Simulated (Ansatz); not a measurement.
# Work function of Sc(0001): what the settings cost and change, part 2 of 2

Aim: the work function of Sc(0001) against thickness and vacuum, with the cost.

Ansatz 0.2.0; plane-wave DFT, PBE, Ansatz PAW.

So far, work function, upper face (eV): step 2 (run, setting 1 layer) 3.64; step 4 (run, 3 atoms) 3.64; step 5 (run, 4 atoms) 3.64; step 6 (run, 5 atoms) 3.65; step 7 (slab, 6 atoms) 3.65.

## (8) Run, 8 atoms

System of this step: Sc(0001). The cell holds 8 atoms: 8 Sc. Cell: a = 3.310 Å, b = 3.310 Å, c = 36.466 Å, α = 90.0°, β = 90.0°, γ = 60.0°. Vacuum lies along c.

Contents of input.yaml:

```yaml
crystal:
  lattice:
    - [3.31, 0.0, 0.0]
    - [1.655, 2.8665440865, 0.0]
    - [0.0, 0.0, 36.46649]
  atoms:
    - { symbol: Sc, position: [0.6666666667, 0.6666666667, 0.2468019269] }
    - { symbol: Sc, position: [0.0, 0.0, 0.3191442335] }
    - { symbol: Sc, position: [0.6666666667, 0.6666666667, 0.3914865401] }
    - { symbol: Sc, position: [0.0, 0.0, 0.4638288467] }
    - { symbol: Sc, position: [0.6666666667, 0.6666666667, 0.5361711533] }
    - { symbol: Sc, position: [0.0, 0.0, 0.6085134599] }
    - { symbol: Sc, position: [0.6666666667, 0.6666666667, 0.6808557665] }
    - { symbol: Sc, position: [0.0, 0.0, 0.7531980731] }
kpoints:
  mp_grid: { grid: [14, 14, 1] }
hamiltonian:
  xc: pbe
scf:
  occupations: { method: fermi_dirac, width: 0.1 }
  convergence: { dr2_threshold: 1.0e-09 }
efield:
  axis: 3
  dipole_correction: true
  ramp_position: 0.97
  ramp_width: 0.06
output:
  write_potential: true
  write_density: true
  volumetric_format: npy
```

Started as:

```bash
$ ansatz run input.yaml --threads 2 --pin off --max-ram 3072MiB --backend cpu --events-out ev --progress --plain --runs-dir out
```

Numbers of over 12 decimals in the logs are rounded to 6 here.

The program printed:

```text
[...]
Crystal: 8 atoms, lattice volume = 346.004 Å³
Basis set: ecut = 420 eV, 6877 PW (Γ)
Bands: 53, of which v1, the nominal top of the filled ones, is band 44 counted from 1 (43 counted from 0)
Symmetry: 6 space group operations
k-points: 24 of 196 (time reversal used)
[...]
k-point 0: bands = [... 40 lower, 3.9300, 3.9302, 4.2401, 4.2964, 4.4718, 4.7364, 5.0346, 5.2103, ... 14 higher]
  k-point 1: bands = [... 40 lower, 3.9387, 3.9402, 4.1596, 4.2343, 4.4292, 4.7089, 5.0053, 5.0920, ... 14 higher]
  k-point 2: bands = [... 40 lower, 3.9086, 3.9174, 3.9766, 4.1123, 4.3418, 4.6458, 4.8243, 4.8325, ... 14 higher]
  k-point 23: bands = [... 40 lower, 3.3738, 3.4328, 3.4764, 3.5806, 3.6476, 3.8286, 3.9293, 4.0764, ... 14 higher]
[key lines of the parts left out:]
SCF converged after 10 iterations
Free energy (F): -17085.226448 eV
Fermi energy:    3.837421 eV
Dipole field:    D = 0.000002 V/Å  (p = 0.000003 e·Å, saw-weighted, corrected)
Work function:   Φ+ = 3.6468 eV   Φ− = 3.6469 eV
```

Wall time 2.4 min (2 threads of Arm Neoverse N1, shared host); peak memory 0.88 GiB; 2.5 min of CPU time.

The work function is 3.647 eV, +0.000 eV from the run “6 layers”, at 1.7 times its CPU time.

## (9) Slab, 10 atoms

System of this step: Sc(0001). The cell holds 10 atoms: 10 Sc. Cell: a = 3.310 Å, b = 3.310 Å, c = 41.743 Å, α = 90.0°, β = 90.0°, γ = 60.0°. Vacuum lies along c.

input.yaml, the sections that differ from step 8:

```yaml
crystal:
  lattice:
    - [3.31, 0.0, 0.0]
    - [1.655, 2.8665440865, 0.0]
    - [0.0, 0.0, 41.74263]
  atoms:
    - { symbol: Sc, position: [0.6666666667, 0.6666666667, 0.2156069227] }
    - { symbol: Sc, position: [0.0, 0.0, 0.2788053843] }
    - { symbol: Sc, position: [0.6666666667, 0.6666666667, 0.3420038459] }
    - { symbol: Sc, position: [0.0, 0.0, 0.4052023076] }
    - { symbol: Sc, position: [0.6666666667, 0.6666666667, 0.4684007692] }
    - { symbol: Sc, position: [0.0, 0.0, 0.5315992308] }
    - { symbol: Sc, position: [0.6666666667, 0.6666666667, 0.5947976924] }
    - { symbol: Sc, position: [0.0, 0.0, 0.6579961541] }
    - { symbol: Sc, position: [0.6666666667, 0.6666666667, 0.7211946157] }
    - { symbol: Sc, position: [0.0, 0.0, 0.7843930773] }
# kpoints, hamiltonian, scf, efield, output: as in step 8
```

The program printed:

```text
[...]
Crystal: 10 atoms, lattice volume = 396.065 Å³
Basis set: ecut = 420 eV, 7879 PW (Γ)
Bands: 66, of which v1, the nominal top of the filled ones, is band 55 counted from 1 (54 counted from 0)
Symmetry: 6 space group operations
k-points: 24 of 196 (time reversal used)
[...]
k-point 0: bands = [... 51 lower, 4.5939, 4.9021, 4.9214, 5.0130, 5.1789, 5.3962, 5.6352, 5.8627, ... 18 higher]
  k-point 1: bands = [... 51 lower, 4.6033, 4.8192, 4.8488, 4.9562, 5.1359, 5.3653, 5.6121, 5.7459, ... 18 higher]
  k-point 2: bands = [... 51 lower, 4.5792, 4.6208, 4.6951, 4.8389, 5.0419, 5.2902, 5.4845, 5.4941, ... 18 higher]
  k-point 23: bands = [... 51 lower, 4.0734, 4.0964, 4.1609, 4.2074, 4.3045, 4.3671, 4.5155, 4.6049, ... 18 higher]
[key lines of the parts left out:]
SCF converged after 10 iterations
Free energy (F): -21356.905871 eV
Fermi energy:    4.501027 eV
Dipole field:    D = 0.000001 V/Å  (p = 0.000002 e·Å, saw-weighted, corrected)
Work function:   Φ+ = 3.6465 eV   Φ− = 3.6466 eV
```

Wall time 3 min (2 threads); peak memory 1.1 GiB.

The work function is 3.646 eV, -0.000 eV from the run “8 layers”, at 1.6 times its CPU time.

## (10) Slab, 13 atoms

System of this step: Sc(0001). The cell holds 13 atoms: 13 Sc. Its edges and angles: a = 3.310 Å, b = 3.310 Å, c = 49.657 Å, α = 90.0°, β = 90.0°, γ = 60.0°. Vacuum lies along c.

input.yaml, the sections that differ from step 9:

```yaml
crystal:
  lattice:
    - [3.31, 0.0, 0.0]
    - [1.655, 2.8665440865, 0.0]
    - [0.0, 0.0, 49.65684]
  atoms:
    - { symbol: Sc, position: [0.0, 0.0, 0.1812439132] }
    - { symbol: Sc, position: [0.6666666667, 0.6666666667, 0.2343699277] }
    - { symbol: Sc, position: [0.0, 0.0, 0.2874959422] }
    - { symbol: Sc, position: [0.6666666667, 0.6666666667, 0.3406219566] }
    - { symbol: Sc, position: [0.0, 0.0, 0.3937479711] }
    - { symbol: Sc, position: [0.6666666667, 0.6666666667, 0.4468739855] }
    - { symbol: Sc, position: [0.0, 0.0, 0.5] }
    - { symbol: Sc, position: [0.6666666667, 0.6666666667, 0.5531260145] }
    - { symbol: Sc, position: [0.0, 0.0, 0.6062520289] }
    - { symbol: Sc, position: [0.6666666667, 0.6666666667, 0.6593780434] }
    - { symbol: Sc, position: [0.0, 0.0, 0.7125040578] }
    - { symbol: Sc, position: [0.6666666667, 0.6666666667, 0.7656300723] }
    - { symbol: Sc, position: [0.0, 0.0, 0.8187560868] }
# kpoints, hamiltonian, scf, efield, output: as in step 9
```

The program printed:

```text
[...]
Crystal: 13 atoms, lattice volume = 471.157 Å³
Basis set: ecut = 420 eV, 9381 PW (Γ)
Bands: 86, of which v1, the nominal top of the filled ones, is band 72 counted from 1 (71 counted from 0)
Symmetry: 6 space group operations
k-points: 24 of 196 (time reversal used)
[...]
k-point 0: bands = [... 68 lower, 5.6347, 5.6692, 5.7509, 5.8767, 6.0357, 6.2148, 6.3992, 6.5740, ... 24 higher]
  k-point 1: bands = [... 68 lower, 5.5552, 5.5994, 5.6923, 5.8282, 5.9967, 6.1853, 6.3748, 6.4775, ... 24 higher]
  k-point 2: bands = [... 68 lower, 5.3726, 5.4487, 5.5661, 5.7200, 5.9034, 6.1049, 6.2189, 6.2265, ... 24 higher]
  k-point 23: bands = [... 68 lower, 4.8289, 4.8771, 4.8983, 4.9835, 4.9989, 5.1156, 5.1321, 5.2876, ... 24 higher]
[key lines of the parts left out:]
SCF converged after 10 iterations
Free energy (F): -27764.425101 eV
Fermi energy:    5.231899 eV
Dipole field:    D = 0.000000 V/Å  (p = 0.000001 e·Å, saw-weighted, corrected)
Work function:   Φ+ = 3.6467 eV   Φ− = 3.6467 eV
```

Run time: 4.6 min. Hardware: 2 threads; peak memory 1.6 GiB; 6.9 min of CPU time.

The work function is 3.647 eV, +0.000 eV from the run “10 layers”, at 1.7 times its CPU time.

## (11) Slab, 7 atoms

System of this step: Sc(0001). The cell holds 7 atoms: 7 Sc. Cell: a = 3.310 Å, b = 3.310 Å, c = 25.828 Å, α = 90.0°, β = 90.0°, γ = 60.0°. Vacuum lies along c.

input.yaml, the sections that differ from step 10:

```yaml
crystal:
  lattice:
    - [3.31, 0.0, 0.0]
    - [1.655, 2.8665440865, 0.0]
    - [0.0, 0.0, 25.82842]
  atoms:
    - { symbol: Sc, position: [0.0, 0.0, 0.1935852058] }
    - { symbol: Sc, position: [0.6666666667, 0.6666666667, 0.2957234705] }
    - { symbol: Sc, position: [0.0, 0.0, 0.3978617353] }
    - { symbol: Sc, position: [0.6666666667, 0.6666666667, 0.5] }
    - { symbol: Sc, position: [0.0, 0.0, 0.6021382647] }
    - { symbol: Sc, position: [0.6666666667, 0.6666666667, 0.7042765295] }
    - { symbol: Sc, position: [0.0, 0.0, 0.8064147942] }
# kpoints, hamiltonian, scf, efield, output: as in step 10
```

The program printed:

```text
[...]
Crystal: 7 atoms, lattice volume = 245.067 Å³
Basis set: ecut = 420 eV, 4851 PW (Γ)
Bands: 47, of which v1, the nominal top of the filled ones, is band 39 counted from 1 (38 counted from 0)
Symmetry: 6 space group operations
k-points: 24 of 196 (time reversal used)
[...]
k-point 0: bands = [... 35 lower, 5.6853, 5.7368, 6.0240, 6.1175, 6.3613, 6.6896, 6.9879, 6.9879, ... 12 higher]
  k-point 1: bands = [... 35 lower, 5.6968, 5.7444, 5.9459, 6.0631, 6.3289, 6.6688, 6.8624, 6.8893, ... 12 higher]
  k-point 2: bands = [... 35 lower, 5.6787, 5.7063, 5.7825, 5.9586, 6.2625, 6.5875, 6.6125, 6.6547, ... 12 higher]
  k-point 23: bands = [... 35 lower, 5.1706, 5.2181, 5.3299, 5.3834, 5.5888, 5.7195, 5.8392, 6.0104, ... 12 higher]
[key lines of the parts left out:]
SCF converged after 10 iterations
Free energy (F): -14949.386922 eV
Fermi energy:    5.618273 eV
Dipole field:    D = 0.000003 V/Å  (p = 0.000004 e·Å, saw-weighted, corrected)
Work function:   Φ+ = 3.6168 eV (in doubt: plateau slope 1.6e-1 eV/Å)   Φ− = 3.6263 eV (in doubt: plateau slope 1.2e-1 eV/Å)
```

Run time: 51 s. Hardware: 2 threads; peak memory 0.66 GiB.

The work function is 3.617 eV. The program marks this work function as in doubt.

## (12) Slab, 7 atoms (run 2)

The cell differs from the one that the last finished run ended in (c 25.828 → 29.828 Å).

input.yaml, the sections that differ from step 11:

```yaml
crystal:
  lattice:
    - [3.31, 0.0, 0.0]
    - [1.655, 2.8665440865, 0.0]
    - [0.0, 0.0, 29.82842]
  atoms:
    - { symbol: Sc, position: [0.0, 0.0, 0.2346755209] }
    - { symbol: Sc, position: [0.6666666667, 0.6666666667, 0.3231170139] }
    - { symbol: Sc, position: [0.0, 0.0, 0.411558507] }
    - { symbol: Sc, position: [0.6666666667, 0.6666666667, 0.5] }
    - { symbol: Sc, position: [0.0, 0.0, 0.588441493] }
    - { symbol: Sc, position: [0.6666666667, 0.6666666667, 0.6768829861] }
    - { symbol: Sc, position: [0.0, 0.0, 0.7653244791] }
# kpoints, hamiltonian, scf, efield, output: as in step 11
```

The program printed:

```text
[...]
Crystal: 7 atoms, lattice volume = 283.020 Å³
Basis set: ecut = 420 eV, 5607 PW (Γ)
Bands: 47, of which v1, the nominal top of the filled ones, is band 39 counted from 1 (38 counted from 0)
Symmetry: 6 space group operations
k-points: 24 of 196 (time reversal used)
[...]
k-point 0: bands = [... 35 lower, 4.4676, 4.4713, 4.7826, 4.8764, 5.1192, 5.4488, 5.7466, 5.7466, ... 12 higher]
  k-point 1: bands = [... 35 lower, 4.4757, 4.4820, 4.7045, 4.8227, 5.0862, 5.4286, 5.6210, 5.6479, ... 12 higher]
  k-point 2: bands = [... 35 lower, 4.4478, 4.4563, 4.5370, 4.7208, 5.0182, 5.3473, 5.3710, 5.4145, ... 12 higher]
  k-point 23: bands = [... 35 lower, 3.9292, 3.9767, 4.0885, 4.1420, 4.3474, 4.4781, 4.5978, 4.7690, ... 12 higher]
[key lines of the parts left out:]
SCF converged after 10 iterations
Free energy (F): -14949.386587 eV
Fermi energy:    4.376836 eV
Dipole field:    D = -0.000001 V/Å  (p = -0.000001 e·Å, saw-weighted, corrected)
Work function:   Φ+ = 3.6463 eV   Φ− = 3.6463 eV
```

Run time: 60 s. Hardware: 2 threads; peak memory 0.71 GiB.

The work function is 3.646 eV, +0.030 eV from the run “7 layers, 10 Å of vacuum”, at 1.2 times its CPU time.

## (13) Slab, 7 atoms (run 3)

The cell differs from the one that the last finished run ended in (c 29.828 → 41.828 Å).

input.yaml, the sections that differ from step 12:

```yaml
crystal:
  lattice:
    - [3.31, 0.0, 0.0]
    - [1.655, 2.8665440865, 0.0]
    - [0.0, 0.0, 41.82842]
  atoms:
    - { symbol: Sc, position: [0.0, 0.0, 0.3107934749] }
    - { symbol: Sc, position: [0.6666666667, 0.6666666667, 0.3738623166] }
    - { symbol: Sc, position: [0.0, 0.0, 0.4369311583] }
    - { symbol: Sc, position: [0.6666666667, 0.6666666667, 0.5] }
    - { symbol: Sc, position: [0.0, 0.0, 0.5630688417] }
    - { symbol: Sc, position: [0.6666666667, 0.6666666667, 0.6261376834] }
    - { symbol: Sc, position: [0.0, 0.0, 0.6892065251] }
# kpoints, hamiltonian, scf, efield, output: as in step 12
```

The program printed:

```text
[...]
Crystal: 7 atoms, lattice volume = 396.879 Å³
Basis set: ecut = 420 eV, 7903 PW (Γ)
Bands: 47, of which v1, the nominal top of the filled ones, is band 39 counted from 1 (38 counted from 0)
Symmetry: 6 space group operations
k-points: 24 of 196 (time reversal used)
[...]
k-point 0: bands = [... 35 lower, 2.1663, 2.1688, 2.4807, 2.5745, 2.8173, 3.1469, 3.4447, 3.4447, ... 12 higher]
  k-point 1: bands = [... 35 lower, 2.1744, 2.1795, 2.4026, 2.5208, 2.7842, 3.1267, 3.3191, 3.3460, ... 12 higher]
  k-point 2: bands = [... 35 lower, 2.1461, 2.1542, 2.2350, 2.4190, 2.7162, 3.0454, 3.0691, 3.1126, ... 12 higher]
  k-point 23: bands = [... 35 lower, 1.6273, 1.6748, 1.7865, 1.8401, 2.0455, 2.1762, 2.2959, 2.4671, ... 12 higher]
[key lines of the parts left out:]
SCF converged after 10 iterations
Free energy (F): -14949.386616 eV
Fermi energy:    2.074925 eV
Dipole field:    D = 0.000001 V/Å  (p = 0.000002 e·Å, saw-weighted, corrected)
Work function:   Φ+ = 3.6469 eV   Φ− = 3.6469 eV
```

It took 81 s on 2 threads; peak memory 0.9 GiB.

The work function is 3.647 eV, +0.001 eV from the run “7 layers, 14 Å of vacuum”, at 1.4 times its CPU time.

## (14) Side by side

Times are for 2 threads of Arm Neoverse N1, shared host. The series side by side:

```tsv
no.	setting	work function, upper face (eV)	time	memory (GiB)
1	1 layer	3.636	10 s	0.4
2	2 layers	3.640	19 s	0.42
3	3 layers	3.641	33 s	0.47
4	4 layers	3.644	39 s	0.52
5	5 layers	3.646	51 s	0.58
6	6 layers	3.647	83 s	0.68
7	8 layers	3.647	2.4 min	0.88
8	10 layers	3.646	3 min	1.1
9	13 layers	3.647	4.6 min	1.6
10	7 layers, 10 Å of vacuum	3.617	51 s	0.66
11	7 layers, 14 Å of vacuum	3.646	60 s	0.71
12	7 layers, 26 Å of vacuum	3.647	81 s	0.9
```

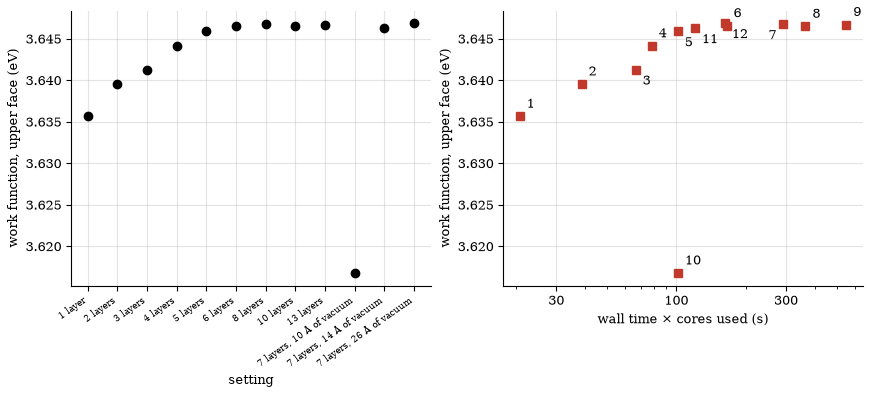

The series as plots; the last panel sets the first result against cost, with the runs numbered as in the table.

## (15) Varying the input

System of this step: Sc(0001) monolayer. The cell holds 1 atom: 1 Sc. Its edges and angles: a = 3.310 Å, b = 3.310 Å, c = 18.000 Å, α = 90.0°, β = 90.0°, γ = 60.0°. Vacuum lies along c.

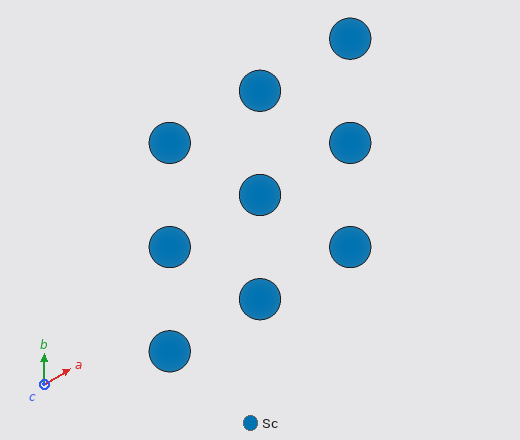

The cell of this step (scandium blue). 3×3×1 cells are drawn.

An input spoilt on purpose, to show how the run answers: it repeats the earlier run “1 layer” with efield.ramp_width from 0.06 to 0.9, and scf.max_iter set to 75; its output block differs too.

input.yaml, the sections that differ from step 13:

```yaml
crystal:
  lattice:
    - [3.31, 0.0, 0.0]
    - [1.655, 2.8665440865, 0.0]
    - [0.0, 0.0, 18.0]
  atoms:
    - { symbol: Sc, position: [0.6666666667, 0.6666666667, 0.5] }
scf:
  occupations: { method: fermi_dirac, width: 0.1 }
  convergence: { dr2_threshold: 1.0e-09 }
  max_iter: 75
efield:
  axis: 3
  dipole_correction: true
  ramp_position: 0.97
  ramp_width: 0.9
# kpoints, hamiltonian, output: as in step 13
```

The program printed:

```text
Engine: ansatz 0.2.0, aarch64-unknown-linux-gnu
Pseudopotentials: kind: paw
Pseudopotential: Sc, paw, valence charge 11, recommended cutoff 420 eV (normal), Sc.paw.azcp
Functional definition: PBE
  parameter kappa = 0.804
  parameter beta = 0.066725
  exchange = pbe_x(kappa = kappa, mu = beta*pi^2/3)
  correlation = pbe_c(beta = beta)
Crystal: 1 atoms, lattice volume = 170.789 Å³
Basis set: ecut = 420 eV, 3397 PW (Γ)
Bands: 10, of which v1, the nominal top of the filled ones, is band 6 counted from 1 (5 counted from 0)
Symmetry: 12 space group operations
k-points: 24 of 196
Non-local potential: Sc, projectors of the file, l = 0: 3, l = 1: 2, l = 2: 3, l = 3: 1
PAW form: soft (Blöchl's): semilocal exchange-correlation on the pseudo side does not see the compensation charge
PAW one-centre angular grid: Sc, 590 points (default); XC on 64 Gauss nodes
Initial density: superposition of atomic densities (neutral atoms: chi_scale 0, normalization atom), corrected by the library's trained network
Initial wavefunctions: pseudopotential atomic-orbital guess
Functional: x = pbe(κ = 0.804, μ = 0.219515), c = pbe(β = 0.066725)
Error: efield: ion 0 (Sc) at fractional coordinate 0.5000 along the field axis lies inside the sawtooth ramp with 2 of the planes that the density is read on at each end, [0.9540, 0.8860] — the ramp must sit in vacuum (an ion there feels the fictitious reversed slope); set or move the ramp (efield.ramp_position / ramp_width) or move the geometry
```

Elapsed: 0.34 s, on 2 threads; peak memory 0.22 GiB.

The program refused the input before any cycle.

The program's message: “Error: efield: ion 0 (Sc) at fractional coordinate 0.5000 along the field axis lies inside the sawtooth ramp with 2 of the planes that the density is read on at each end, [0.9540, 0.8860] — the ramp m …”

The fault put into the input: a ramp so wide that it reaches the atoms.

## (16) Summary of results

```
work function, 6 layers                 : 3.647 eV
work function, 13 layers                : 3.647 eV
work function, 7 layers, 10 Å of vacuum : 3.617 eV
work function, 7 layers, 26 Å of vacuum : 3.647 eV
```

In words: The thickest slab gives 3.65 eV, and the settings tried spread the value from 3.62 to 3.65 eV. At 18 Å of vacuum, the slabs from 1 layer on stay within 0.02 eV of the thickest. Going from 10 to 26 Å of vacuum moves it by 0.030 eV. The program marks the value as in doubt in “7 layers, 10 Å of vacuum”. The ladder's slabs use the tabulated experimental lattice constant (two decimals; a low-temperature value for the alkali metals). The main runs have no spin polarisation; a magnetic state could lie lower and would change these results. In 2 runs of the series (7 layers, 10 Å of vacuum and 7 layers, 14 Å of vacuum) the program warns that electrons reach the sawtooth's ramp, which makes dipole and work function less sure.

[Logs are printed without paths, hosts, clocks, repeated set-up lines and the standing remarks that a program may print on its own settings, such as how far it seeks lower states.]

[Hosts, paths, dates, database ids (printed as entryN), source tags and the programs' standing remarks are cut or masked in the printed files.]

[Maps of the electrostatic potential energy from Ansatz leave out the sawtooth potential of an applied field or a dipole correction, so their vacuum need not be flat; planar profiles and work functions include it.]
